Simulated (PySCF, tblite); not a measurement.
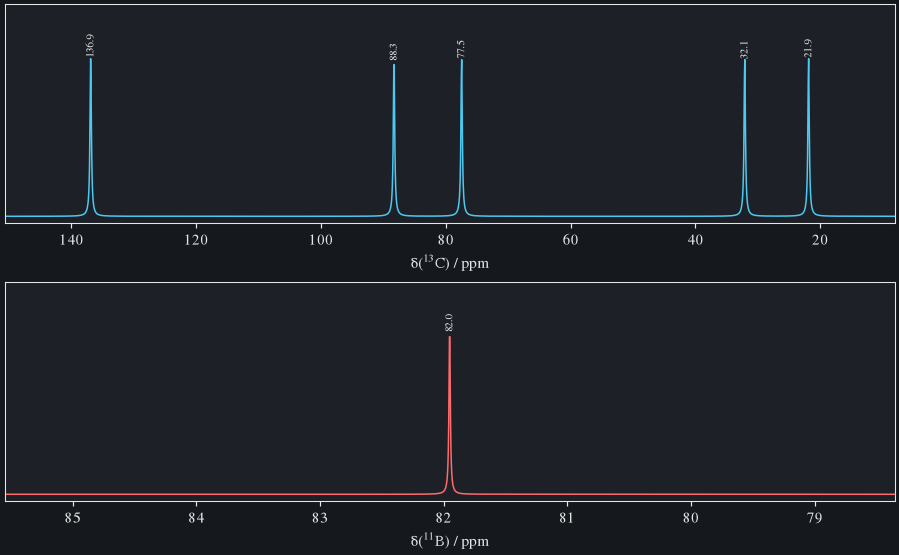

GIAO shifts, PBE0/pcSseg-1 in PySCF, at a GFN2-xTB geometry (a minimum by its frequencies), against TMS for ¹³C and BF₃.OEt₂ for ¹¹B computed at the same level. Gas phase, fully decoupled, line heights follow the number of nuclei, widths are arbitrary (no quadrupolar broadening); values of one conformer, averaged over nuclei that symmetry or rotation about single bonds exchange, these motions taken as fast; other conformers aren't averaged in.

Which molecule was computed?
A. C₃H₇BOSi, SMILES B[C@@H](C#C)[SiH2]O
B. C₄H₉B, SMILES B/C=C/CC
C. C₅H₆BF₃Si, SMILES B[C@H](C#C)[SiH2]C(F)=C(F)F
D. C₅H₈BF₃Si, SMILES B[C@H](C#C)[SiH2]CC(F)(F)F

Answer. Option D. Its ¹³C signals: 136.9 (1 C), 88.3 (1 C), 77.5 (1 C), 32.1 (1 C), 21.9 (1 C) ppm. Its ¹¹B signals: 82.0 (1 B) ppm.

Caveats: the tight-binding geometry is rougher than a DFT one and adds to the error.
